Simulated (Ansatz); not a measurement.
Cost and result by functional for the adsorption energy of OH on the 1x1 (110) surface of bcc Ta, one in a 2x2 cell, started at the site 'bridge Ta-Ta (span 3.3 Å)', in Ansatz (plane waves, PAW). Single points on the PBE structure, on one kind of machine; costs are rough ratios of the slab run's core time (references not counted) to the cheapest single point. r2SCAN's cost holds its higher cutoff (500 against 420 eV). Differences are taken against r2SCAN for comparison alone: no measured value is at hand, so the table doesn't rank accuracy.

Set-up: 18 atoms, 6.8 Å thick at the start under the adsorbate (thin: gaps and levels are the slab's own); mesh 5x5x1; 0.1 eV smearing; dipole correction on; 8 atoms held, the rest relaxed; start symmetry kept, larger cells not searched; no spin, no spin-orbit, no U, no dispersion correction. At the end it is bonded to 3 Ta. In PBE it is, or lies within 0.03 eV of, the lowest of the starts that converged. These notes are the PBE run's. Adsorption energies are against H2O(g) − ½ H2(g). A negative adsorption energy means that the adsorbate is more stable on the surface than in its reference.

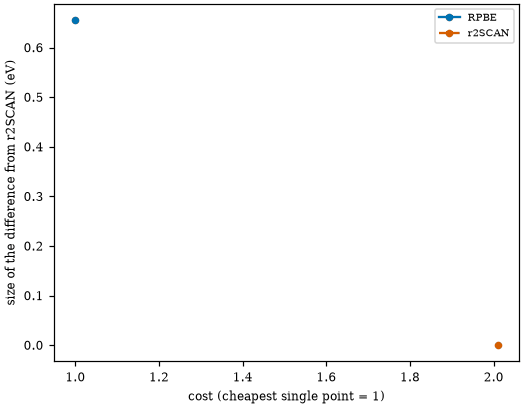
Difference from r2SCAN against cost

```csv
functional,relative cost,adsorption energy (eV),less r2SCAN (eV)
RPBE,1,-1.57,0.66
r2SCAN,2,-2.22,0.00
PBE (the relaxed run's value),–,-1.80,0.42
```

The values span 0.66 eV, while the single points' costs differ by a factor of roughly 2. Differences are of unrounded values.

Ansatz is a first-principles code.
